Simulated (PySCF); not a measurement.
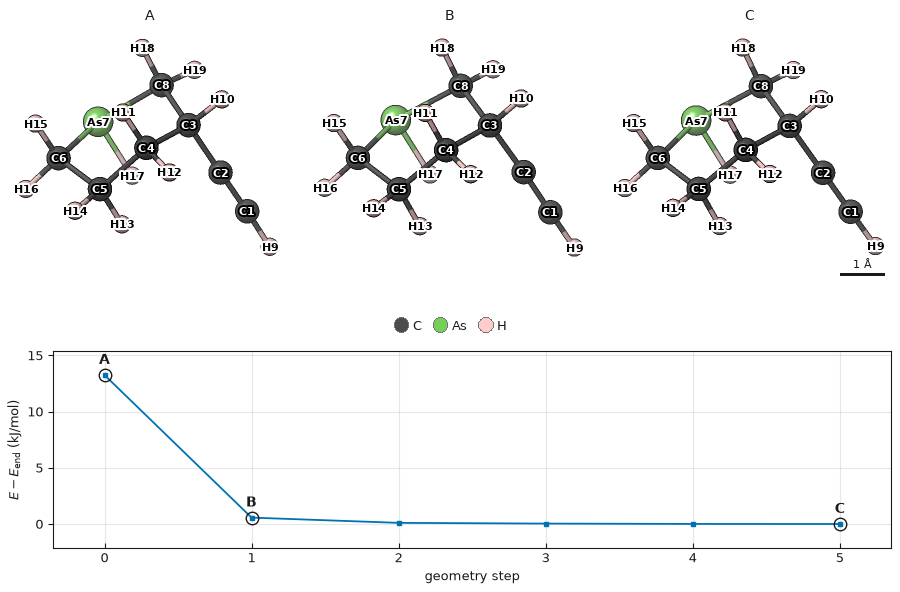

Frames of a relaxation of C7H11As, marked on the history of the run. Style: ball-and-stick. Shown at a tilt.

The start comes from GFN2-xTB. Its atoms were then displaced at random by about 0.01 Å.

The calculation used PBE0-D3(BJ)/def2-SVP geometry optimisation, gas phase (PySCF 2.14.0, density-fitted response routines). 

> Describe the path.

The largest move after the best rigid fit is that of H9, 0.13 Å. By element the largest moves are H 0.13 Å, C 0.08 Å, As 0.06 Å. Near-neighbour distances that change, for instance: C3–C4 1.498 → 1.540 Å, C4–C5 1.560 → 1.524 Å, As7–H17 1.502 → 1.527 Å, C4–H11 1.081 → 1.104 Å. Bond angles that change, for instance: C2–C1–H9 176.3° → 179.5°, C3–C4–H11 110.8° → 107.8°, C5–C4–H11 106.9° → 109.7°. After 5 geometry steps the energy has fallen by 13.3 kJ/mol. From step 0 to 1: H9 moves most (0.11 Å), energy −12.7 kJ/mol. From step 1 to 5: H9 moves most (0.06 Å), energy −0.57 kJ/mol.
